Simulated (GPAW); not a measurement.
# Optical response of RbS3F (model structure)

Aim: the dielectric function of RbS3F (model structure), and the optical constants that follow from it. The cell was made here by substitution or stacking, whether or not such a phase is known. It was built so: All Cl replaced by F and O replaced by S in the R3m structure of RbClO3. The cell given below was relaxed beforehand with Ansatz.

Method: DFT, RPBE, plane-wave PAW (GPAW data sets), scalar-relativistic, RPA, optical limit, in GPAW 26.7.0.

### Step 1. The starting structure

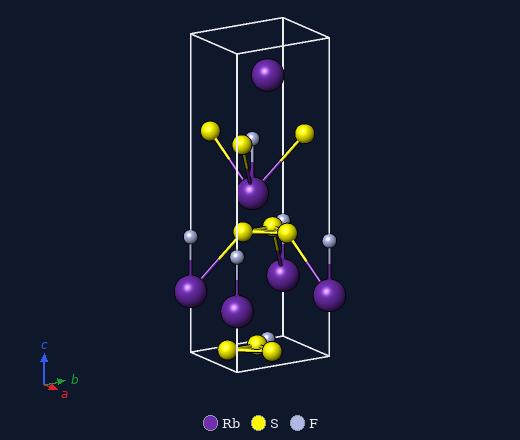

The starting structure, seen slightly off an axis (rubidium purple, sulfur yellow, fluorine light blue). This picture shows the conventional cell, with its axes. Bonds to atoms that aren't drawn are left out. Some periodic images of atoms are drawn too.

### Step 2. Ground state

The self-consistent density comes first; it also tells whether there is a gap, which decides the occupations and the need for a Drude term.

This step: DFT, RPBE, plane-wave PAW (GPAW data sets), scalar-relativistic, ground state (GPAW 26.7.0).

Input file gs.py:

```python
from ase import Atoms
from ase.dft.bandgap import bandgap
from gpaw import GPAW, PW, FermiDirac

atoms = Atoms(['Rb', 'S', 'S', 'S', 'F'],
              cell=[[3.33226593, 1.92388463, 5.06167873],
                    [-3.33226593, 1.92388463, 5.06167873],
                    [0.00000000, -3.84776926, 5.06167873]],
              scaled_positions=[[0.19103488, 0.19103488, 0.19103488],
                                [0.91620669, 0.59589737, 0.59589737],
                                [0.59589737, 0.59589737, 0.91620669],
                                [0.59589737, 0.91620669, 0.59589737],
                                [0.36206370, 0.36206370, 0.36206370]],
              pbc=[True, True, True])
atoms.calc = GPAW(mode=PW(450), xc='RPBE', kpts={'size': (4, 4, 4), 'gamma': True},
                  occupations=FermiDirac(0.05), maxiter=150, txt='gs.txt')
print('energy (eV)', atoms.get_potential_energy())
print('Fermi level (eV)', atoms.calc.get_fermi_level())
print('valence electrons', atoms.calc.get_number_of_electrons())
print('gap (eV)', bandgap(atoms.calc, output=None)[0])
print('direct gap (eV)', bandgap(atoms.calc, direct=True, output=None)[0])
atoms.calc.write('gs.gpw')
```

Run with:

```console
> OMP_NUM_THREADS=1 python gs.py
```

Numbers of over 12 decimals in the logs are rounded to 6 here.

What it wrote:

```text
__  _  _
 | _ |_)|_||  |
 |__||  | ||/\| - 26.7.0

Versions:
  Python: 3.12.14
  ASE:    3.29.0
  Numpy:  2.5.5
  Scipy:  1.18.1
  Libxc:  7.0.0

Input parameters:
  mode=PW(ecut=450.000000),
  kpts=MonkhorstPack(size=(4, 4, 4), gamma=True),
  maxiter=150,
  occupations=Occupations(name='fermi-dirac', width=0.05, fixmagmom=False),
  xc=XC(name='RPBE')

Diagonalizing LCAO Hamiltonian
Converting LCAO to pw mode

         S    S
          S

           F

           Rb

Atoms  # Å, Bohr magnetons
|   | symbol |         x |         y |         z |    initial magnetic moments |
| 0 |     Rb |  0.000000 |  0.000000 |  2.900872 | ( 0.0000,  0.0000,  0.0000) |
| 1 |      S |  1.067356 |  0.616238 | 10.670026 | ( 0.0000,  0.0000,  0.0000) |
| 2 |      S |  0.000000 | -1.232476 | 10.670026 | ( 0.0000,  0.0000,  0.0000) |
| 3 |      S | -1.067356 |  0.616238 | 10.670026 | ( 0.0000,  0.0000,  0.0000) |
| 4 |      F |  0.000000 | -0.000000 |  5.497950 | ( 0.0000,  0.0000,  0.0000) |

Unit cell  # Å
| periodic |         x |         y |        z |  lengths |    angles |
|      yes |  3.332266 |  1.923885 | 5.061679 | 6.358138 | 63.214626 |
|      yes | -3.332266 |  1.923885 | 5.061679 | 6.358138 | 63.214626 |
|      yes |  0.000000 | -3.847769 | 5.061679 | 6.358138 | 63.214626 |

Number of symmetries: 2
Symmetry operations  # r_c * U_cc + t_c -> r_c
|   | kind |            matrix            |
| 0 |  E   |  1, 0, 0,  0, 1, 0,  0, 0, 1 |
| 1 |  σ   |  0, 1, 0,  1, 0, 0,  0, 0, 1 |

BZ-sampling:
  Number of BZ points: 64
  Number of IBZ points: 24

  Monkhorst-Pack size: [4, 4, 4]
  Monkhorst-Pack shift: [0.125, 0.125, 0.125]

K-points  # in reciprocal-cell coordinates
|     |                                coordinates |     weight |
|   0 | (  0.00000000,   0.00000000,   0.00000000) | 0.01562500 |
|   1 | (  0.00000000,   0.00000000,   0.25000000) | 0.03125000 |
|   2 | (  0.00000000,   0.00000000,   0.50000000) | 0.01562500 |
|   3 | (  0.25000000,  -0.25000000,   0.00000000) | 0.03125000 |
|   4 | (  0.25000000,  -0.25000000,   0.25000000) | 0.06250000 |
|   5 | (  0.25000000,  -0.25000000,   0.50000000) | 0.03125000 |
|   6 | (  0.25000000,   0.00000000,  -0.25000000) | 0.06250000 |
|   7 | (  0.25000000,   0.00000000,   0.00000000) | 0.06250000 |
|   8 | (  0.25000000,   0.00000000,   0.25000000) | 0.06250000 |
|   9 | (  0.25000000,   0.00000000,   0.50000000) | 0.06250000 |
| ... |                                            |            |
|  23 | (  0.50000000,   0.50000000,   0.50000000) | 0.01562500 |

Plane wave coefficients: 4251
Cutoff: 450.000000 eV

Spin-components: 1 (collinear spins)
Bands:           21
Projectors:      25
Spin-degeneracy: 2
Datatype:        complex128

Parallelization:
  kpt:    1
  domain: 1
  band:   1

Density:
  Valence electrons: 34.0
  Components: 1
  Grid points: [32 32 32]
  Charge: 0.0  # |e|

Potential:
  Grid points: [32 32 32]

species:
  Rb:
    name:    Rubidium
    id:
    Z:       37.0
    valence: 9
    core:    28
    charge:  0.0  # [|e|]
    compensation charges:
      type: gauss
      rc: 0.38  # [Å]
      lmax: 2
    cutoffs:
      filter: 2.43  # [Å]
      core: 1.99  # [Å]
    projectors
    | kind |    occ | energy [eV] | rcut [Å] |
    |   4s |  2.000 |     -31.890 |    1.376 |
    |   5s |  1.000 |      -2.175 |    1.376 |
    |   4p |  6.000 |     -15.988 |    1.270 |
    |    p |        |      11.223 |    1.270 |
    |    d |        |       0.000 |    1.217 |

    Using partial waves for Rb as LCAO basis

  S:
    name:    Sulfur
    id:
    Z:       16.0
    valence: 6
    core:    10
    charge:  0.0  # [|e|]
    compensation charges:
      type: gauss
      rc: 0.24  # [Å]
      lmax: 2
    cutoffs:
      filter: 1.77  # [Å]
      core: 1.66  # [Å]
    projectors
    | kind |    occ | energy [eV] | rcut [Å] |
    |   3s |  2.000 |     -17.247 |    0.974 |
    |   3p |  4.000 |      -6.991 |    0.979 |
    |    s |        |       9.964 |    0.974 |
    |    p |        |      20.220 |    0.979 |
    |    d |        |       0.000 |    0.900 |

    Using partial waves for S as LCAO basis

  F:
    name:    Fluorine
    id:
    Z:       9.0
    valence: 7
    core:    2
    charge:  0.0  # [|e|]
    compensation charges:
      type: gauss
      rc: 0.20  # [Å]
      lmax: 2
    cutoffs:
      filter: 1.14  # [Å]
      core: 0.74  # [Å]
    projectors
    | kind |    occ | energy [eV] | rcut [Å] |
    |   2s |  2.000 |     -29.979 |    0.635 |
    |   2p |  5.000 |     -11.057 |    0.635 |
    |    s |        |      -2.768 |    0.635 |
    |    p |        |      16.154 |    0.635 |
    |    d |        |       0.000 |    0.635 |

    Using partial waves for F as LCAO basis

Reference energy: -116410.835551  # eV

eigensolver:
  PPCG
  Converge bands: occupied
  niter=2

density mixing:
  MSR1-Mixer
  Pratt-step length: 0.05
  Maximum mixing coefficient: 0.75
  Old densities: 10
  SVD Regularization: 0.005
  Good broyden scale: 1.0
  Trust region scale: 1.0
  Backstep threshold: 4.0
  History deletion threshold: 6.0
  Fourier metric: weight=20.0, sigma=0.015

occupation numbers:
  Fermi-Dirac:
    width: 0.0500  # eV

poisson solver:
  ecut: 3600.000000  # eV

xc functional:
  name: RPBE with 2 nearest neighbor stencil

convergence criteria:
- Maximum [total energy] change in last 3 cyles: 0.0005 eV / valence electron
- Maximum integral of absolute [dens]ity change: 0.0001 electrons / valence electron
- Maximum integral of absolute [eigenst]ate change: 4e-08 eV^2 / valence electron
maximum number of iterations: 150

SCF iterations
|iter     |      energy | eigst |  dens |
|iter:   1||  -18.521551 | -0.13 |       |
|iter:   2||  -18.135701 | -1.68 | -1.02 |
|iter:   3||  -16.887291 | -0.81 | -1.05 |
|iter:   4||  -16.818297 | -1.73 | -1.39 |
|iter:   5||  -16.785777 | -2.39 | -1.67 |
|iter:   6||  -16.783824 | -3.04 | -2.35 |
|iter:   7||  -16.783380c| -4.02 | -2.73 |
|iter:   8||  -16.783351c| -5.43 | -3.45 |
|iter:   9||  -16.783352c| -6.88 | -4.13c|
|iter:  10||  -16.783352c| -7.47c| -4.46c|

Converged in 10 steps
SCF loop duration: 33.031 s (3.303 s/step)
Energy contributions relative to reference atoms: (reference = -116410.835551)

Energy contributions:
  Kinetic:          15.013779
  Coulomb:         -14.277496
  Zero:              0.430663
  External:          0.000000
  Xc:              -17.950298
  Entropy:          -0.000000
  Spinorbit:         0.000000
  ----------------------------
  Free energy:     -16.783352
  Extrapolated:    -16.783352

dipole moment: (0.000000, -0.000041, 15.117350)  # |e|*Ang

Fermi level: 0.729
Eigenvalues  # (at kpt = [0.000, 0.000, 0.000])
| band index |      eig [eV] | occ [0-2] |
|          0 |       -26.256 |     2.000 |
|        ... |               |           |
|          9 |        -4.168 |     2.000 |
|         10 |        -4.168 |     2.000 |
|         11 |        -3.828 |     2.000 |
|         12 |        -1.636 |     2.000 |
|         13 |        -1.441 |     2.000 |
|         14 |        -1.441 |     2.000 |
|         15 |        -0.411 |     2.000 |
|         16 |        -0.411 |     2.000 |
|         17 |         1.916 |     0.000 |
|         18 |         3.279 |     0.000 |
|         19 |         3.279 |     0.000 |
|         20 |         3.414 |     0.000 |

Gap: 1.894 eV
Transition (v -> c):
  (s=0, k=14, n=16, [0.50, 0.00, 0.00]) -> (s=0, k=6, n=17, [0.25, 0.00, -0.25])
Direct/indirect transitions are different
Direct gap: 1.895 eV
Transition at: (s=0, k=2, n=16, [0.00, 0.00, 0.50])

--- standard output ---
energy (eV) -16.783352
Fermi level (eV) 0.728891
valence electrons 34.0
gap (eV) 1.894004
direct gap (eV) 1.895436
```

The job ended after 37 s (1 thread of Intel Xeon 6975P-C (Granite Rapids), shared host; peak memory 0.22 GiB).

Read-outs, printed or worked out from the files:

| Quantity | Value |
| --- | --- |
| energy | -16.78 eV |
| Fermi energy | 0.7289 eV |
| gap on the k-mesh | 1.894 eV |
| direct gap on the mesh | 1.895 eV |
| electrons | 34 |

There is a gap, 1.89 eV on this mesh (points off the mesh can give less), so no carriers' term is needed.

### Step 3. Bands for the response

At the fixed density, many empty bands are solved on the mesh of the response, since the spectrum sums over them.

This step: DFT, RPBE, plane-wave PAW (GPAW data sets), scalar-relativistic, bands at fixed density (GPAW 26.7.0).

Input file nscf.py:

```python
from ase.dft.bandgap import bandgap
from gpaw import GPAW, FermiDirac

calc = GPAW('gs.gpw').fixed_density(kpts={'size': (6, 6, 6), 'gamma': True}, nbands=52, convergence={'bands': 46},
                                    occupations=FermiDirac(0.001), txt='nscf.txt')
print('gap (eV)', bandgap(calc, output=None)[0])
print('direct gap (eV)', bandgap(calc, direct=True, output=None)[0])
calc.write('full.gpw', mode='all')
```

Run with:

```console
> OMP_NUM_THREADS=1 python nscf.py
```

What it wrote:

```text
Diagonalizing LCAO Hamiltonian
Converting LCAO to pw mode
convergence criteria:
- Maximum integral of absolute [eigenst]ate change: 4e-08 eV^2 / valence electron
maximum number of iterations: 150

SCF iterations
|iter     |      energy | eigst |  dens |
|iter:   1||             | +3.23 |       |
|iter:   2||             | +1.88 |       |
|iter:   3||             | +0.94 |       |
|iter:   4||             | -0.10 |       |
|iter:   5||             | -1.04 |       |
|iter:   6||             | -1.80 |       |
|iter:   7||             | -2.51 |       |
|iter:   8||             | -3.17 |       |
|iter:   9||             | -3.86 |       |
|iter:  10||             | -4.52 |       |
|iter:  11||             | -5.21 |       |
|iter:  12||             | -5.86 |       |
|iter:  13||             | -6.55 |       |
|iter:  14||             | -7.11 |       |
|iter:  15||             | -7.50c|       |
SCF steps: 15
  __  _  _
 | _ |_)|_||  |
 |__||  | ||/\| - 26.7.0

Versions:
  Python: 3.12.14
  ASE:    3.29.0
  Numpy:  2.5.5
  Scipy:  1.18.1
  Libxc:  7.0.0

Input parameters:
  mode=PW(ecut=450.000000),
  convergence={'bands': 46},
  gpts=array([32, 32, 32]),
  kpts=MonkhorstPack(size=(6, 6, 6), gamma=True),
  maxiter=150,
  nbands=52,
  occupations=Occupations(name='fermi-dirac', width=0.001, fixmagmom=False),
  parallel={},
  xc=XC(name='RPBE')

--- standard output ---
gap (eV) 1.875550
direct gap (eV) 1.882697
```

Wall time 4.6 min (1 thread); peak memory 0.49 GiB.

Read-outs, printed or worked out from the files:

```
gap on the k-mesh      : 1.876 eV
direct gap on the mesh : 1.883 eV
```

### Step 4. Dielectric function, RPA

Local fields let the induced charge screen the field inside the cell, which as a rule lowers ε, most along directions where the density is uneven.

This step: DFT, RPBE, plane-wave PAW (GPAW data sets), scalar-relativistic, RPA, optical limit (GPAW 26.7.0).

Input file df.py:

```python
from gpaw.response.df import DielectricFunction

df = DielectricFunction('full.gpw', frequencies={'type': 'nonlinear', 'domega0': 0.03, 'omega2': 8},
                        ecut=50,
                        eta=0.2,
                        nbands=46,
                        txt='df.txt')
for direction in ['x', 'z']:
    df.get_dielectric_function(xc='RPA', direction=direction, filename=f'df_{direction}.csv')
```

Run with:

```console
> OMP_NUM_THREADS=1 python df.py
```

What it wrote:

```text
Using integrator: PointIntegrator
NonLinearFrequencyDescriptor(from 0.000 to 41.700 eV, 441 points)
Nonperiodic BCs:  [False False False]
Using integrator: PointIntegrator
NonLinearFrequencyDescriptor(from 0.000 to 41.700 eV, 441 points)
Nonperiodic BCs:  [False False False]

Calculating chi0 body with:
    Ground state adapter containing:
    Number of spins: 1
    Number of kpoints: 216
    Number of irreducible kpoints: 68
    Number of completely occupied states: 17
    Number of partially occupied states: 17

    Linear response parametrization:
    q_c: [0.0, 0.0, 0.0]
    Number of frequency points: 441
    Planewave cutoff: 50.0
    Number of bands: 46
    Number of planewaves: 161
    Broadening (eta): 0.2

Integrating chi0 body.

Symmetries of q_c:
    Direct symmetries (Uq -> q): 2
    Indirect symmetries (TUq -> q): 2
In total 4 allowed symmetries.

68 groups of equivalent kpoints. 68.518519% reduction.

Integral kind: spectral function

Calculating chi0 optical extensions with:
    Ground state adapter containing:
    Number of spins: 1
    Number of kpoints: 216
    Number of irreducible kpoints: 68
    Number of completely occupied states: 17
    Number of partially occupied states: 17

    Linear response parametrization:
    Number of frequency points: 441
    Planewave cutoff: 50.0
    Number of bands: 46
    Number of planewaves: 161
    Broadening (eta): 0.2
Integrating chi0 head and wings.

Symmetries of q_c:
    Direct symmetries (Uq -> q): 2
    Indirect symmetries (TUq -> q): 2
In total 4 allowed symmetries.

68 groups of equivalent kpoints. 68.518519% reduction.

Integral kind: spectral function wings
```

Elapsed: 52 s, on 1 thread; peak memory 0.8 GiB.

Numbers from this step:

| Property | Result |
| --- | --- |
| electronic dielectric constant ε∞, mean over x, y and z (by symmetry where fewer were run) | 2.337 |
| main peak of Im epsilon, first axis | 4.377 eV |

The Im ε has structure finer than the step of the table below, so its rows give means over 1 eV, whole bins alone (the curve runs from 0 to 10.4 eV). Peaks (eV: height): E ∥ x 4.4: 3.06; E ∥ z 7.5: 0.977, 8.8: 1.01.

Values under the direct gap are tails of Lorentzian lines. The Im ε by photon energy; means over each step:

| photon energy (eV) | E ∥ x | E ∥ z |
| --- | --- | --- |
| 1 | 0.0258 | 0.00619 |
| 2 | 0.0922 | 0.0258 |
| 3 | 0.591 | 0.109 |
| 4 | 2.29 | 0.233 |
| 5 | 1.87 | 0.234 |
| 6 | 0.707 | 0.443 |
| 7 | 0.892 | 0.729 |
| 8 | 1.01 | 0.893 |
| 9 | 1.07 | 0.835 |

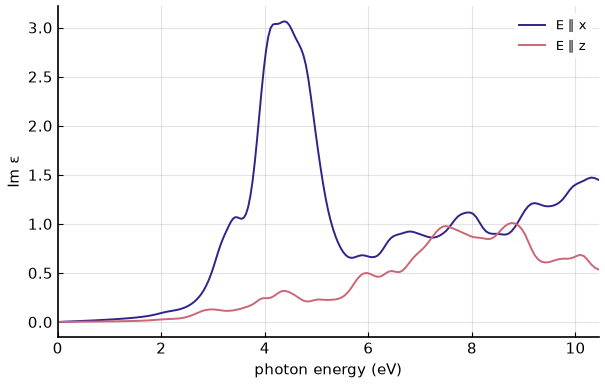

Im ε, plotted against photon energy.

Table of Re ε by photon energy:

| photon energy (eV) | E ∥ x | E ∥ z |
| --- | --- | --- |
| 0.0 | 2.61 | 1.80 |
| 0.5 | 2.62 | 1.80 |
| 1.0 | 2.66 | 1.81 |
| 1.5 | 2.75 | 1.83 |
| 2.0 | 2.89 | 1.86 |
| 2.5 | 3.12 | 1.91 |
| 3.0 | 3.56 | 1.90 |
| 3.5 | 3.48 | 1.95 |
| 4.0 | 3.75 | 1.96 |
| 4.5 | 1.79 | 1.86 |
| 5.0 | 0.452 | 1.93 |
| 5.5 | 1.00 | 2.06 |
| 6.0 | 1.49 | 2.01 |
| 6.5 | 1.70 | 2.01 |
| 7.0 | 1.62 | 2.08 |
| 7.5 | 1.76 | 1.83 |
| 8.0 | 1.55 | 1.63 |
| 8.5 | 1.60 | 1.63 |
| 9.0 | 1.77 | 1.24 |
| 9.5 | 1.59 | 1.36 |
| 10.0 | 1.53 | 1.38 |

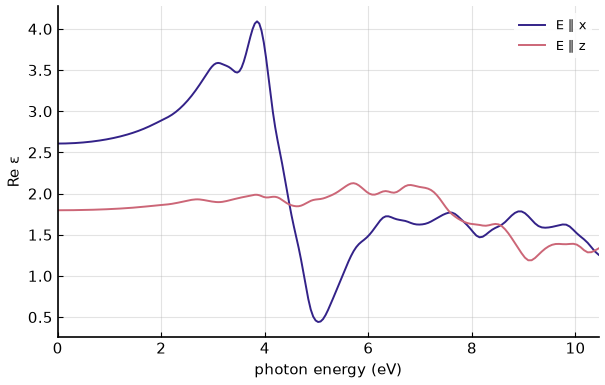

Re ε, plotted against photon energy.

The reflectivity at normal incidence has structure finer than the step of the table below, so its rows give means over 1 eV, whole bins alone (the curve runs from 0 to 10.4 eV). Peaks (eV: height): E ∥ x 4.8: 16.5; E ∥ z 3.8: 3.00, 5.8: 3.86, 7.3: 4.92, 8.8: 4.35, 10.1: 2.45.

Table of reflectivity at normal incidence by photon energy; means over each step:

| photon energy (eV) | E ∥ x (%) | E ∥ z (%) |
| --- | --- | --- |
| 1 | 5.80 | 2.18 |
| 2 | 6.78 | 2.39 |
| 3 | 9.42 | 2.63 |
| 4 | 14.3 | 2.89 |
| 5 | 12.0 | 2.80 |
| 6 | 2.86 | 3.64 |
| 7 | 4.03 | 4.43 |
| 8 | 4.56 | 4.01 |
| 9 | 4.98 | 3.34 |

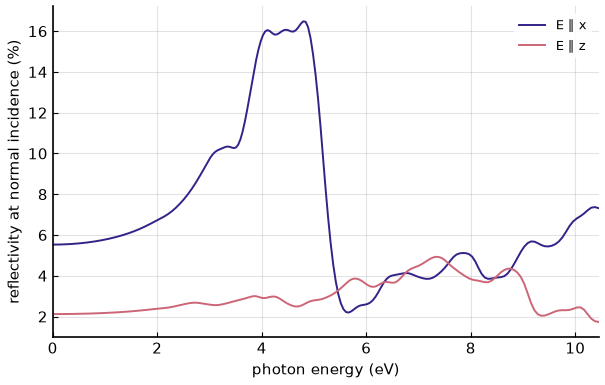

Reflectivity at normal incidence, plotted against photon energy.

The refractive index n and extinction k by photon energy:

| photon energy (eV) | n, E ∥ x | k, E ∥ x | n, E ∥ z | k, E ∥ z |
| --- | --- | --- | --- | --- |
| 0 | 1.61 | 0 | 1.34 | 0 |
| 2 | 1.70 | 0.0269 | 1.36 | 0.00952 |
| 4 | 2.04 | 0.652 | 1.40 | 0.0866 |
| 6 | 1.25 | 0.267 | 1.43 | 0.174 |
| 8 | 1.31 | 0.421 | 1.32 | 0.330 |
| 10 | 1.34 | 0.521 | 1.21 | 0.276 |

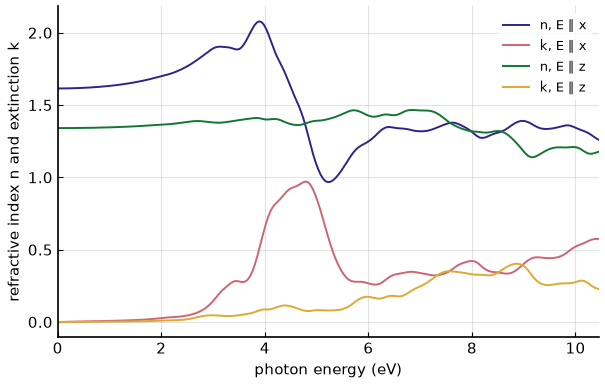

Refractive index n and extinction k, plotted against photon energy.

The loss function −Im 1/ε at q → 0 has structure finer than the step of the table below, so its rows give means over 1 eV, whole bins alone (the curve runs from 0 to 10.4 eV). Peaks (eV: height): E ∥ x 5.2: 0.693; E ∥ z 9.1: 0.393.

Values under the direct gap are tails of Lorentzian lines. Loss function −Im 1/ε at q → 0 against energy loss; means over each step:

| energy loss (eV) | E ∥ x | E ∥ z |
| --- | --- | --- |
| 1 | 0.00358 | 0.00188 |
| 2 | 0.0107 | 0.00734 |
| 3 | 0.0460 | 0.0297 |
| 4 | 0.137 | 0.0606 |
| 5 | 0.478 | 0.0621 |
| 6 | 0.274 | 0.101 |
| 7 | 0.249 | 0.155 |
| 8 | 0.281 | 0.251 |
| 9 | 0.269 | 0.327 |

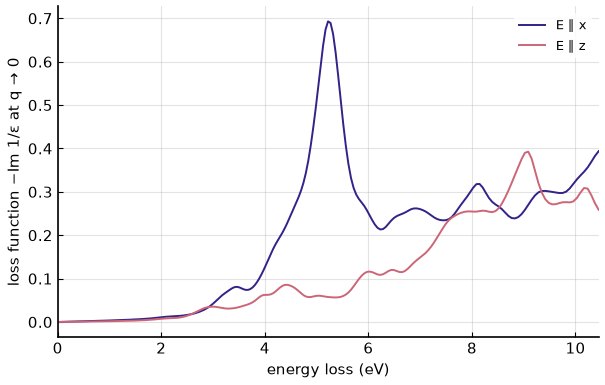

Loss function −Im 1/ε at q → 0, plotted against energy loss.

At chosen wavelengths:

| wavelength (nm) | n x | k x | R (%) x | 1/α x | n z | k z | R (%) z | 1/α z |
| --- | --- | --- | --- | --- | --- | --- | --- | --- |
| 1550 | 1.63 | 0.006 | 5.7 | 21 µm | 1.34 | 0.002 | 2.2 | 73 µm |
| 1064 | 1.64 | 0.009 | 5.9 | 9.2 µm | 1.35 | 0.003 | 2.2 | 32 µm |
| 800 | 1.66 | 0.014 | 6.2 | 4.4 µm | 1.35 | 0.004 | 2.3 | 15 µm |
| 633 | 1.70 | 0.025 | 6.7 | 2.0 µm | 1.36 | 0.009 | 2.4 | 5.6 µm |
| 405 | 1.90 | 0.171 | 10.0 | 189 nm | 1.38 | 0.046 | 2.6 | 706 nm |
| 308 | 2.03 | 0.684 | 15.8 | 36 nm | 1.40 | 0.087 | 2.9 | 283 nm |
| 193 | 1.35 | 0.315 | 3.9 | 49 nm | 1.43 | 0.181 | 3.7 | 85 nm |

Below the direct gap, k and the depth come from the tails of the Lorentzian lines, not from transitions.

Rows near the edge hang on the gap, which this functional as a rule makes too small, and phonon-assisted absorption is left out.

At 1064 nm the birefringence n(z) − n(x) is -0.292: the crystal is uniaxial negative at this level.

### Step 5. What came out

* electronic dielectric constant ε∞, mean over x, y and z (by symmetry where fewer were run) (RPA): 2.34
* main peak of Im epsilon, first axis: 4.38 eV

**Reading.** At this level (RPBE, RPA) RbS3F has a mean ε∞ = 2.34 and n = 1.63 at 1550 nm (E ∥ x), and Im ε peaks at 4.4 eV (E ∥ x). On the mesh the gap is 1.88 eV and the least direct gap 1.88 eV. Local fields change the static value along x from 3.61 to 2.61 (-28 %). Distinct maxima of Im ε, read by a parabola through the highest points, lie at 4.38 eV (3.1) and 7.93 eV (1.1) for E ∥ x. The static values by axis are 2.61 (x), 1.80 (z). At 1064 nm the birefringence n(z) − n(x) is -0.292: the crystal is uniaxial negative at this level. Excitons and phonon-assisted transitions are missing; RPBE gaps are as a rule too small, which pulls the onset down and ε∞ up. The sum runs over mesh points, so small or evenly spaced maxima can still be ripples of the mesh. The curves end at 10 eV, about where the summed bands run out. In this version of GPAW the matrix elements of the optical limit are incomplete, which can lower ε − 1 by up to a tenth where first-row anions or d states rule, and shift it by more in d metals. Besides steps told in other documents, this task had 2 runs with a known fault of program or setting; those not told in a step above aren't shown.

[Machine, clock and banner lines and Python warnings are left out of the logs.]

[Logs are printed without paths, hosts, clocks, repeated set-up lines and the standing remarks that a program may print on its own settings, such as how far it seeks lower states.]

[Hosts, paths, dates, database ids (printed as entryN), source tags and the programs' standing remarks are cut or masked in the printed files.]
